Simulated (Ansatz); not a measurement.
## Work function of Ag(111): what the settings cost and change

How thick a slab and how much vacuum does the work function of Ag(111) need?

Program: Ansatz 0.2.0. Level of theory: plane-wave DFT, PBE, Ansatz PAW. Results are calculated unless marked as measured.

**What experiment says.**

For Ag (clean (111) face, a compiled value), “Anisotropic work function of elemental crystals” (2019, arxiv:1902.07811) quotes earlier work: work function (clean (111) face, a compiled value) 4.53 eV.

This is a report of a sequence of runs, with most program output left out.

## (1) Starting point

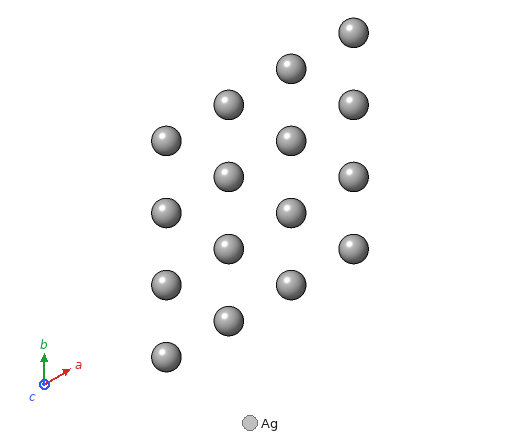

Start, viewed from above; silver light grey. 4×4×1 cells are drawn.

The cell holds 1 atom: 1 Ag. Cell: a = 2.892 Å, b = 2.892 Å, c = 18.000 Å, α = 90.0°, β = 90.0°, γ = 60.0°. Vacuum lies along c.

## (2) Slab, setting 1 layer

A work function rests on the faint tail of the density, so the SCF threshold is tight. The slab grows from one layer, at fixed mesh and 18 Å of vacuum; then the vacuum is varied on one slab.

input.yaml reads:

```yaml
crystal:
  lattice:
    - [2.8920667351, 0.0, 0.0]
    - [1.4460333675, 2.504603262, 0.0]
    - [0.0, 0.0, 18.0]
  atoms:
    - { symbol: Ag, position: [0.6666666667, 0.6666666667, 0.5] }
kpoints:
  mp_grid: { grid: [16, 16, 1] }
hamiltonian:
  xc: pbe
scf:
  occupations: { method: fermi_dirac, width: 0.1 }
  convergence: { dr2_threshold: 1.0e-09 }
efield:
  axis: 3
  dipole_correction: true
  ramp_position: 0.97
  ramp_width: 0.06
output:
  write_potential: true
  write_density: true
  volumetric_format: npy
  elf: true
```

Launch:

```console
$ ansatz run input.yaml --threads 2 --pin off --max-ram 3072MiB --backend cpu --events-out ev --progress --plain --runs-dir out
```

Wall time 3.4 s (2 threads of Arm Neoverse V2, shared host); peak memory 0.38 GiB; 6.7 s of CPU time.

This step gave:

```
energy at zero smearing   : -7590.0367 eV
work function, upper face : 4.516 eV
```

Running mean over 2.361 Å of the planar mean; the ramp of the sawtooth is left out. Table of electron's electrostatic potential energy less the Fermi level by z:

| z (Å) | electron's electrostatic potential energy less the Fermi level (eV) |
| --- | --- |
| 3.0 | 4.52 |
| 3.5 | 4.52 |
| 4.0 | 4.52 |
| 4.5 | 4.51 |
| 5.0 | 4.51 |
| 5.5 | 4.50 |
| 6.0 | 4.46 |
| 6.5 | 4.31 |
| 7.0 | 3.65 |
| 7.5 | 1.45 |
| 8.0 | -1.95 |
| 8.5 | -4.60 |
| 9.0 | -5.34 |
| 9.5 | -4.60 |
| 10.0 | -1.95 |
| 10.5 | 1.45 |
| 11.0 | 3.65 |
| 11.5 | 4.31 |
| 12.0 | 4.46 |
| 12.5 | 4.50 |
| 13.0 | 4.51 |
| 13.5 | 4.51 |
| 14.0 | 4.52 |
| 14.5 | 4.52 |
| 15.0 | 4.52 |

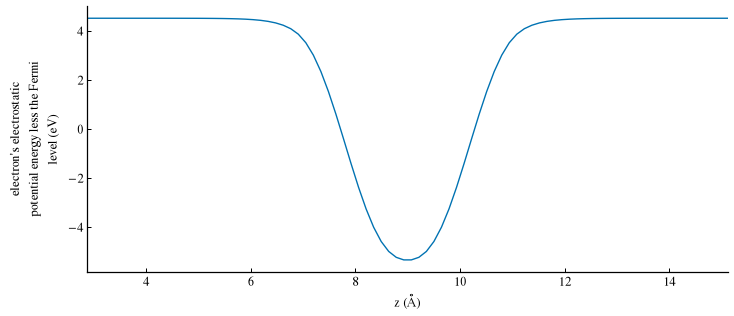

Electron's electrostatic potential energy less the Fermi level, plotted against z.

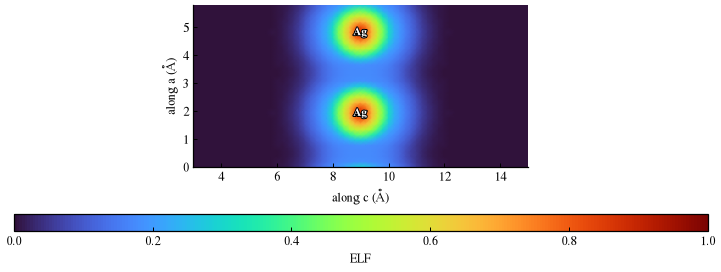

ELF in the ca plane at fractional y = 0.667, with atoms of Ag within 0.2 Å of it. It is the smooth field of the valence electrons, not physical close to the nuclei. The far vacuum is left out of the map.

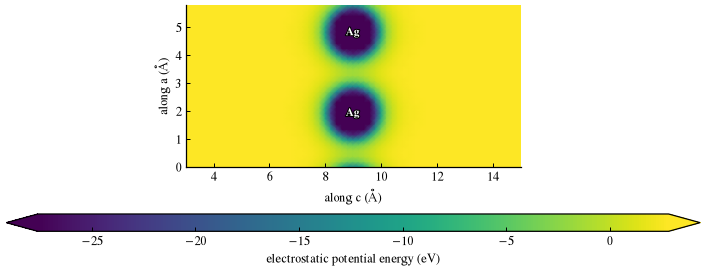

Electrostatic potential energy in the ca plane at fractional y = 0.667, with atoms of Ag within 0.2 Å of it. With pseudopotentials it is smooth inside the atoms' cores, unlike the true potential. The far vacuum is left out of the map.

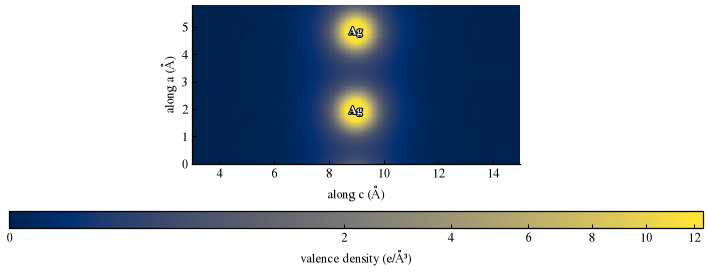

Valence density in the ca plane at fractional y = 0.667, with atoms of Ag within 0.2 Å of it. It is the smooth field of the valence electrons, not physical close to the nuclei. The colour scale is stretched toward low values. The far vacuum is left out of the map.

The work function is 4.516 eV.

## (3) Run, 2 atoms

System of this step: Ag(111). The cell holds 2 atoms: 2 Ag. Its edges and angles: a = 2.892 Å, b = 2.892 Å, c = 20.361 Å, α = 90.0°, β = 90.0°, γ = 60.0°. Vacuum lies along c.

input.yaml, the sections that differ from step 2:

```yaml
crystal:
  lattice:
    - [2.8920667351, 0.0, 0.0]
    - [1.4460333675, 2.504603262, 0.0]
    - [0.0, 0.0, 20.361362601]
  atoms:
    - { symbol: Ag, position: [0.6666666667, 0.6666666667, 0.4420136401] }
    - { symbol: Ag, position: [0.0, 0.0, 0.5579863599] }
output:
  write_potential: true
  write_density: true
  volumetric_format: npy
# kpoints, hamiltonian, scf, efield: as in step 2
```

Elapsed: 5.6 s, on 2 threads; peak memory 0.39 GiB.

The work function is 4.558 eV, +0.043 eV from the run “1 layer”, at 1.6 times its CPU time.

## (4) Slab, 3 atoms

System of this step: Ag(111). The cell holds 3 atoms: 3 Ag. Its edges and angles: a = 2.892 Å, b = 2.892 Å, c = 22.723 Å, α = 90.0°, β = 90.0°, γ = 60.0°. Vacuum lies along c.

input.yaml, the sections that differ from step 3:

```yaml
crystal:
  lattice:
    - [2.8920667351, 0.0, 0.0]
    - [1.4460333675, 2.504603262, 0.0]
    - [0.0, 0.0, 22.722725202]
  atoms:
    - { symbol: Ag, position: [0.3333333333, 0.3333333333, 0.3960792519] }
    - { symbol: Ag, position: [0.6666666667, 0.6666666667, 0.5] }
    - { symbol: Ag, position: [0.0, 0.0, 0.6039207481] }
# kpoints, hamiltonian, scf, efield, output: as in step 3
```

The job ended after 10 s (2 threads; peak memory 0.46 GiB).

The work function is 4.523 eV, -0.036 eV from the run “2 layers”, at 1.8 times its CPU time.

## (5) Run, 4 atoms

System of this step: Ag(111). The cell holds 4 atoms: 4 Ag. Its edges and angles: a = 2.892 Å, b = 2.892 Å, c = 25.084 Å, α = 90.0°, β = 90.0°, γ = 60.0°. Vacuum lies along c.

input.yaml, the sections that differ from step 4:

```yaml
crystal:
  lattice:
    - [2.8920667351, 0.0, 0.0]
    - [1.4460333675, 2.504603262, 0.0]
    - [0.0, 0.0, 25.084087803]
  atoms:
    - { symbol: Ag, position: [0.0, 0.0, 0.3587931947] }
    - { symbol: Ag, position: [0.3333333333, 0.3333333333, 0.4529310649] }
    - { symbol: Ag, position: [0.6666666667, 0.6666666667, 0.5470689351] }
    - { symbol: Ag, position: [0.0, 0.0, 0.6412068053] }
# kpoints, hamiltonian, scf, efield, output: as in step 4
```

It took 13 s on 2 threads; peak memory 0.52 GiB.

The work function is 4.508 eV, -0.015 eV from the run “3 layers”, at 1.3 times its CPU time.

## (6) Run, 5 atoms

System of this step: Ag(111). The cell holds 5 atoms: 5 Ag. Its edges and angles: a = 2.892 Å, b = 2.892 Å, c = 27.445 Å, α = 90.0°, β = 90.0°, γ = 60.0°. Vacuum lies along c.

input.yaml, the sections that differ from step 5:

```yaml
crystal:
  lattice:
    - [2.8920667351, 0.0, 0.0]
    - [1.4460333675, 2.504603262, 0.0]
    - [0.0, 0.0, 27.4454504039]
  atoms:
    - { symbol: Ag, position: [0.6666666667, 0.6666666667, 0.3279232028] }
    - { symbol: Ag, position: [0.0, 0.0, 0.4139616014] }
    - { symbol: Ag, position: [0.3333333333, 0.3333333333, 0.5] }
    - { symbol: Ag, position: [0.6666666667, 0.6666666667, 0.5860383986] }
    - { symbol: Ag, position: [0.0, 0.0, 0.6720767972] }
# kpoints, hamiltonian, scf, efield, output: as in step 5
```

Elapsed: 19 s, on 2 threads; peak memory 0.61 GiB.

The work function is 4.474 eV, -0.034 eV from the run “4 layers”, at 1.4 times its CPU time.

## (7) Run, 6 atoms

System of this step: Ag(111). The cell holds 6 atoms: 6 Ag. Cell: a = 2.892 Å, b = 2.892 Å, c = 29.807 Å, α = 90.0°, β = 90.0°, γ = 60.0°. Vacuum lies along c.

input.yaml, the sections that differ from step 6:

```yaml
crystal:
  lattice:
    - [2.8920667351, 0.0, 0.0]
    - [1.4460333675, 2.504603262, 0.0]
    - [0.0, 0.0, 29.8068130049]
  atoms:
    - { symbol: Ag, position: [0.3333333333, 0.3333333333, 0.301944391] }
    - { symbol: Ag, position: [0.6666666667, 0.6666666667, 0.3811666346] }
    - { symbol: Ag, position: [0.0, 0.0, 0.4603888782] }
    - { symbol: Ag, position: [0.3333333333, 0.3333333333, 0.5396111218] }
    - { symbol: Ag, position: [0.6666666667, 0.6666666667, 0.6188333654] }
    - { symbol: Ag, position: [0.0, 0.0, 0.698055609] }
# kpoints, hamiltonian, scf, efield, output: as in step 6
```

Wall time 26 s (2 threads); peak memory 0.72 GiB.

The work function is 4.444 eV, -0.030 eV from the run “5 layers”, at 1.4 times its CPU time.

## (8) Slab, 8 atoms

System of this step: Ag(111). The cell holds 8 atoms: 8 Ag. Its edges and angles: a = 2.892 Å, b = 2.892 Å, c = 34.530 Å, α = 90.0°, β = 90.0°, γ = 60.0°. Vacuum lies along c.

input.yaml, the sections that differ from step 7:

```yaml
crystal:
  lattice:
    - [2.8920667351, 0.0, 0.0]
    - [1.4460333675, 2.504603262, 0.0]
    - [0.0, 0.0, 34.5295382069]
  atoms:
    - { symbol: Ag, position: [0.6666666667, 0.6666666667, 0.260646405] }
    - { symbol: Ag, position: [0.0, 0.0, 0.3290331464] }
    - { symbol: Ag, position: [0.3333333333, 0.3333333333, 0.3974198879] }
    - { symbol: Ag, position: [0.6666666667, 0.6666666667, 0.4658066293] }
    - { symbol: Ag, position: [0.0, 0.0, 0.5341933707] }
    - { symbol: Ag, position: [0.3333333333, 0.3333333333, 0.6025801121] }
    - { symbol: Ag, position: [0.6666666667, 0.6666666667, 0.6709668536] }
    - { symbol: Ag, position: [0.0, 0.0, 0.739353595] }
# kpoints, hamiltonian, scf, efield, output: as in step 7
```

The job ended after 47 s (2 threads; peak memory 0.97 GiB; 93 s of CPU time).

The work function is 4.422 eV, -0.022 eV from the run “6 layers”, at 1.8 times its CPU time.

## (9) Run, 10 atoms

System of this step: Ag(111). The cell holds 10 atoms: 10 Ag. Its edges and angles: a = 2.892 Å, b = 2.892 Å, c = 39.252 Å, α = 90.0°, β = 90.0°, γ = 60.0°. Vacuum lies along c.

input.yaml, the sections that differ from step 8:

```yaml
crystal:
  lattice:
    - [2.8920667351, 0.0, 0.0]
    - [1.4460333675, 2.504603262, 0.0]
    - [0.0, 0.0, 39.2522634089]
  atoms:
    - { symbol: Ag, position: [0.0, 0.0, 0.2292861409] }
    - { symbol: Ag, position: [0.3333333333, 0.3333333333, 0.2894447763] }
    - { symbol: Ag, position: [0.6666666667, 0.6666666667, 0.3496034116] }
    - { symbol: Ag, position: [0.0, 0.0, 0.409762047] }
    - { symbol: Ag, position: [0.3333333333, 0.3333333333, 0.4699206823] }
    - { symbol: Ag, position: [0.6666666667, 0.6666666667, 0.5300793177] }
    - { symbol: Ag, position: [0.0, 0.0, 0.590237953] }
    - { symbol: Ag, position: [0.3333333333, 0.3333333333, 0.6503965884] }
    - { symbol: Ag, position: [0.6666666667, 0.6666666667, 0.7105552237] }
    - { symbol: Ag, position: [0.0, 0.0, 0.7707138591] }
# kpoints, hamiltonian, scf, efield, output: as in step 8
```

The job ended after 74 s (2 threads; peak memory 1.3 GiB; 2.5 min of CPU time).

The work function is 4.421 eV, -0.001 eV from the run “8 layers”, at 1.6 times its CPU time.

## (10) Slab, 13 atoms

System of this step: Ag(111). The cell holds 13 atoms: 13 Ag. Its edges and angles: a = 2.892 Å, b = 2.892 Å, c = 46.336 Å, α = 90.0°, β = 90.0°, γ = 60.0°. Vacuum lies along c.

input.yaml, the sections that differ from step 9:

```yaml
crystal:
  lattice:
    - [2.8920667351, 0.0, 0.0]
    - [1.4460333675, 2.504603262, 0.0]
    - [0.0, 0.0, 46.3363512118]
  atoms:
    - { symbol: Ag, position: [0.0, 0.0, 0.1942319532] }
    - { symbol: Ag, position: [0.3333333333, 0.3333333333, 0.2451932943] }
    - { symbol: Ag, position: [0.6666666667, 0.6666666667, 0.2961546355] }
    - { symbol: Ag, position: [0.0, 0.0, 0.3471159766] }
    - { symbol: Ag, position: [0.3333333333, 0.3333333333, 0.3980773177] }
    - { symbol: Ag, position: [0.6666666667, 0.6666666667, 0.4490386589] }
    - { symbol: Ag, position: [0.0, 0.0, 0.5] }
    - { symbol: Ag, position: [0.3333333333, 0.3333333333, 0.5509613411] }
    - { symbol: Ag, position: [0.6666666667, 0.6666666667, 0.6019226823] }
    - { symbol: Ag, position: [0.0, 0.0, 0.6528840234] }
    - { symbol: Ag, position: [0.3333333333, 0.3333333333, 0.7038453645] }
    - { symbol: Ag, position: [0.6666666667, 0.6666666667, 0.7548067057] }
    - { symbol: Ag, position: [0.0, 0.0, 0.8057680468] }
# kpoints, hamiltonian, scf, efield, output: as in step 9
```

The job ended after 2.2 min (2 threads; peak memory 1.8 GiB).

The work function is 4.427 eV, +0.006 eV from the run “10 layers”, at 1.8 times its CPU time.

## (11) Run, 7 atoms

System of this step: Ag(111). The cell holds 7 atoms: 7 Ag. Its edges and angles: a = 2.892 Å, b = 2.892 Å, c = 24.168 Å, α = 90.0°, β = 90.0°, γ = 60.0°. Vacuum lies along c.

input.yaml, the sections that differ from step 10:

```yaml
crystal:
  lattice:
    - [2.8920667351, 0.0, 0.0]
    - [1.4460333675, 2.504603262, 0.0]
    - [0.0, 0.0, 24.1681756059]
  atoms:
    - { symbol: Ag, position: [0.0, 0.0, 0.2068836341] }
    - { symbol: Ag, position: [0.3333333333, 0.3333333333, 0.3045890894] }
    - { symbol: Ag, position: [0.6666666667, 0.6666666667, 0.4022945447] }
    - { symbol: Ag, position: [0.0, 0.0, 0.5] }
    - { symbol: Ag, position: [0.3333333333, 0.3333333333, 0.5977054553] }
    - { symbol: Ag, position: [0.6666666667, 0.6666666667, 0.6954109106] }
    - { symbol: Ag, position: [0.0, 0.0, 0.7931163659] }
# kpoints, hamiltonian, scf, efield, output: as in step 10
```

Run time: 29 s. Hardware: 2 threads; peak memory 0.68 GiB.

The work function is 4.447 eV. The program marks this work function as in doubt.

## (12) Run, 7 atoms (run 2)

The cell differs from the one that the last finished run ended in (c 24.168 → 28.168 Å).

input.yaml, the sections that differ from step 11:

```yaml
crystal:
  lattice:
    - [2.8920667351, 0.0, 0.0]
    - [1.4460333675, 2.504603262, 0.0]
    - [0.0, 0.0, 28.1681756059]
  atoms:
    - { symbol: Ag, position: [0.0, 0.0, 0.2485073971] }
    - { symbol: Ag, position: [0.3333333333, 0.3333333333, 0.3323382647] }
    - { symbol: Ag, position: [0.6666666667, 0.6666666667, 0.4161691324] }
    - { symbol: Ag, position: [0.0, 0.0, 0.5] }
    - { symbol: Ag, position: [0.3333333333, 0.3333333333, 0.5838308676] }
    - { symbol: Ag, position: [0.6666666667, 0.6666666667, 0.6676617353] }
    - { symbol: Ag, position: [0.0, 0.0, 0.7514926029] }
# kpoints, hamiltonian, scf, efield, output: as in step 11
```

It took 30 s on 2 threads; peak memory 0.76 GiB; 60 s of CPU time.

The work function is 4.451 eV, +0.004 eV from the run “7 layers, 10 Å of vacuum”, at 1.0 times its CPU time.

## (13) Run, 7 atoms (run 3)

The cell differs from the one that the last finished run ended in (c 28.168 → 40.168 Å).

input.yaml, the sections that differ from step 12:

```yaml
crystal:
  lattice:
    - [2.8920667351, 0.0, 0.0]
    - [1.4460333675, 2.504603262, 0.0]
    - [0.0, 0.0, 40.1681756059]
  atoms:
    - { symbol: Ag, position: [0.0, 0.0, 0.3236392941] }
    - { symbol: Ag, position: [0.3333333333, 0.3333333333, 0.3824261961] }
    - { symbol: Ag, position: [0.6666666667, 0.6666666667, 0.441213098] }
    - { symbol: Ag, position: [0.0, 0.0, 0.5] }
    - { symbol: Ag, position: [0.3333333333, 0.3333333333, 0.558786902] }
    - { symbol: Ag, position: [0.6666666667, 0.6666666667, 0.6175738039] }
    - { symbol: Ag, position: [0.0, 0.0, 0.6763607059] }
# kpoints, hamiltonian, scf, efield, output: as in step 12
```

The job ended after 44 s (2 threads; peak memory 0.98 GiB; 87 s of CPU time).

The work function is 4.450 eV, -0.000 eV from the run “7 layers, 14 Å of vacuum”, at 1.5 times its CPU time.

## (14) Comparing the runs

Times are for 2 threads of Arm Neoverse V2, shared host. The runs compared:

| no. | setting | work function, upper face (eV) | time | memory (GiB) |
| --- | --- | --- | --- | --- |
| 1 | 1 layer | 4.516 | 3.4 s | 0.38 |
| 2 | 2 layers | 4.558 | 5.6 s | 0.39 |
| 3 | 3 layers | 4.523 | 10 s | 0.46 |
| 4 | 4 layers | 4.508 | 13 s | 0.52 |
| 5 | 5 layers | 4.474 | 19 s | 0.61 |
| 6 | 6 layers | 4.444 | 26 s | 0.72 |
| 7 | 8 layers | 4.422 | 47 s | 0.97 |
| 8 | 10 layers | 4.421 | 74 s | 1.3 |
| 9 | 13 layers | 4.427 | 2.2 min | 1.8 |
| 10 | 7 layers, 10 Å of vacuum | 4.447 | 29 s | 0.68 |
| 11 | 7 layers, 14 Å of vacuum | 4.451 | 30 s | 0.76 |
| 12 | 7 layers, 26 Å of vacuum | 4.450 | 44 s | 0.98 |

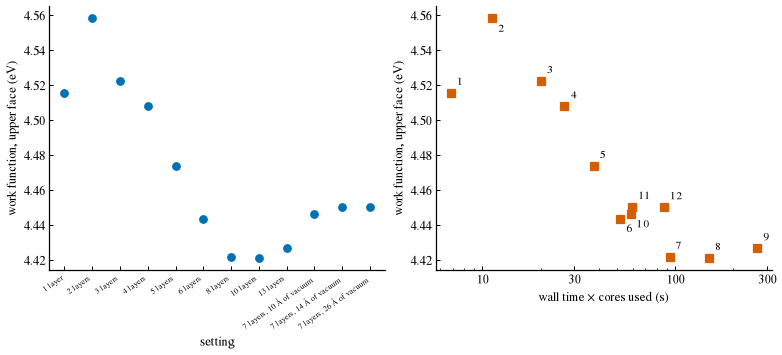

The series as plots; the last panel sets the first result against cost, with the runs numbered as in the table.

## (15) The same run with other settings

System of this step: Ag(111) monolayer. The cell holds 1 atom: 1 Ag. Cell: a = 2.892 Å, b = 2.892 Å, c = 18.000 Å, α = 90.0°, β = 90.0°, γ = 60.0°. Vacuum lies along c.

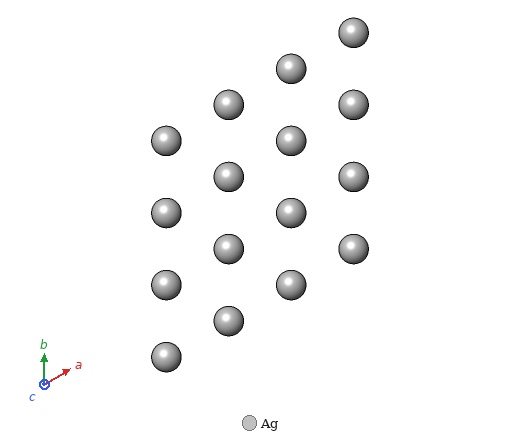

The cell of this step (silver light grey). 4×4×1 cells are drawn.

An input spoilt on purpose, to show how the run answers: it repeats the earlier run “1 layer” with basis.ecutwfc to 400 K, and scf.max_iter set to 75; its output block differs too.

input.yaml, the sections that differ from step 13:

```yaml
crystal:
  lattice:
    - [2.8920667351, 0.0, 0.0]
    - [1.4460333675, 2.504603262, 0.0]
    - [0.0, 0.0, 18.0]
  atoms:
    - { symbol: Ag, position: [0.6666666667, 0.6666666667, 0.5] }
scf:
  occupations: { method: fermi_dirac, width: 0.1 }
  convergence: { dr2_threshold: 1.0e-09 }
  max_iter: 75
basis:
  ecutwfc: "400 K"
# kpoints, hamiltonian, efield, output: as in step 13
```

Run time: 0.03 s. Hardware: 2 threads; peak memory 0.07 GiB.

The input was rejected at the start.

The program's message: “Error: inconsistent input (basis.ecutwfc, kpoints): the smallest per-k basis holds n_pw = 0 plane waves (k-point 1, counted from 0 among those solved) but the deck needs at least 11 band(s) per channe …”

The fault put into the input: a cutoff in the wrong unit.

## (16) Outcome

```
work function, 2 layers  : 4.558 eV
work function, 6 layers  : 4.444 eV
work function, 10 layers : 4.421 eV
work function, 13 layers : 4.427 eV
```

The thickest slab gives 4.43 eV, and the settings tried spread the value from 4.42 to 4.56 eV. At 18 Å of vacuum, the slabs from 5 layers on stay within 0.05 eV of the thickest. Going from 10 to 26 Å of vacuum moves it by 0.004 eV. The program marks the value as in doubt in “7 layers, 10 Å of vacuum”. The ladder's slabs use the tabulated experimental lattice constant (two decimals; a low-temperature value for the alkali metals). In 1 run of the series (7 layers, 10 Å of vacuum) the program warns that electrons reach the sawtooth's ramp, which makes dipole and work function less sure.

Calculation against experiment:

| quantity | measured | 13 layers |
| --- | --- | --- |
| work function (clean (111) face, a compiled value) (eV) | 4.53 | 4.43 (-0.10 eV) |

Measured values from arxiv:1902.07811 (2019).

How well it matches: The work function is off by -0.10 eV: good agreement. The grades are ours: good and fair within 3 and 7 % for the work function. No cell relaxation is part of this session.

[Logs are printed without paths, hosts, clocks, repeated set-up lines and the standing remarks that a program may print on its own settings, such as how far it seeks lower states.]

[Hosts, paths, dates, database ids (printed as entryN), source tags and the programs' standing remarks are cut or masked in the printed files.]

[Maps of the electrostatic potential energy from Ansatz leave out the sawtooth potential of an applied field or a dipole correction, so their vacuum need not be flat; planar profiles and work functions include it.]
